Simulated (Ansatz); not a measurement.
# Al(H2S)F3 (AlF3H2S): reading failed and doubtful runs

Aim: try 2 inputs for Al(H2S)F3 (AlF3H2S) as typed, read how each ends, and find what has to change.

Method: the settings change from run to run; program: Ansatz 0.2.0, Gaussian basis.

### 1 The geometry

An earlier PBE-D4/def2-SVP relaxation fixed the geometry.

7 atoms, charge 0, spin multiplicity 1.

Atoms are counted from 1 here; the program's logs count them from 0.

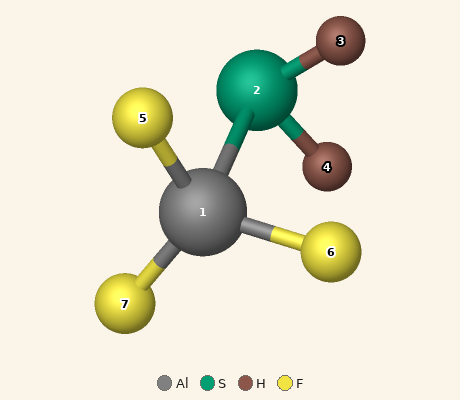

The structure; aluminium grey, sulfur teal, hydrogen brown, fluorine yellow; atoms are numbered from 1 in the order of the file.

### 2 Try 1

in.yaml

```yaml
crystal:
  periodic: [false, false, false]
  atoms:
    - {symbol: Al, position_ang: [0.136415, -0.233492, -0.996358]}
    - {symbol: S, position_ang: [0.151250, -0.251414, 1.508065]}
    - {symbol: H, position_ang: [0.516887, 1.060232, 1.603033]}
    - {symbol: H, position_ang: [-1.173965, 0.060527, 1.606011]}
    - {symbol: F, position_ang: [1.785752, -0.198127, -1.274315]}
    - {symbol: F, position_ang: [-0.698992, 1.208785, -1.179112]}
    - {symbol: F, position_ang: [-0.717347, -1.646512, -1.267334]}
basis:
  gaussian: {orbitals: cc-pVTZ-DK}
total_charge: -1
magnetization: {spin_polarized: true, initial_magnetization: 1}
hamiltonian: {xc: {name: HF}}
correlation: {method: mp2, frozen_orbitals: {Al: 9}}
scf: {lower_state_search: light}
output: {forces: true}
```

The run is started by

```bash
$ ansatz run in.yaml --threads 4 --pin off --events-out ev --progress --plain --max-ram 3916MiB
```

The log of the run:

```text
Functional definition: HF
  name "HF"
  cite "Fock, Z. Phys. 61, 126 (1930) doi:10.1007/BF01340294"
  parent pbe
  exchange = exact_x
  correlation = 0
Error: "frozen_orbitals" has no count for S
```

Wall time 0.05 s (4 threads of Arm Neoverse V1, shared host).

What is wrong: Refused before any calculation. Frozen orbitals are typed for one element alone, and the program wants a count for each. It also asks for charge -1 and multiplicity 2, another species or state than the molecule above. To mend it, leave frozen_orbitals out, or give every element a count that its core really has, and set charge and spin to those of the species named.

### 3 Try 2

in.yaml

```yaml
crystal:
  periodic: [false, false, false]
  atoms:
    - {symbol: Al, position_ang: [0.136415, -0.233492, -0.996358]}
    - {symbol: S, position_ang: [0.151250, -0.251414, 1.508065]}
    - {symbol: H, position_ang: [0.516887, 1.060232, 1.603033]}
    - {symbol: H, position_ang: [-1.173965, 0.060527, 1.606011]}
    - {symbol: F, position_ang: [1.785752, -0.198127, -1.274315]}
    - {symbol: F, position_ang: [-0.698992, 1.208785, -1.179112]}
    - {symbol: F, position_ang: [-0.717347, -1.646512, -1.267334]}
basis:
  gaussian: {orbitals: 6-31G}
hamiltonian: {xc: {name: BLYP}, dispersion: d3bj, pseudopotentials: {relativity: scalar}}
accuracy: high
scf: {max_iter: 3}
output: {forces: true}
```

Launched as before.

The log of the run:

```text
Error: invalid value for `basis.gaussian`: such a run doesn't read scf.max_iter; remove what it names
```

Wall time 0.05 s (4 threads of Arm Neoverse V1, shared host).

**Diagnosis.** Refused before any calculation. The input holds a key that doesn't belong there. To mend it, remove the key, or spell it as the input reference has it.

### 4 How the tries ended

| try | level | ended | cause | time |
| --- | --- | --- | --- | --- |
| 1 | MP2/cc-pVTZ-DK | refused | frozen orbitals are typed for one element alone, and the program wants a count for each | 0.05 s |
| 2 | BLYP/6-31G | refused | the input holds a key that doesn't belong there | 0.05 s |

2 refused. A refusal costs next to no computing time.
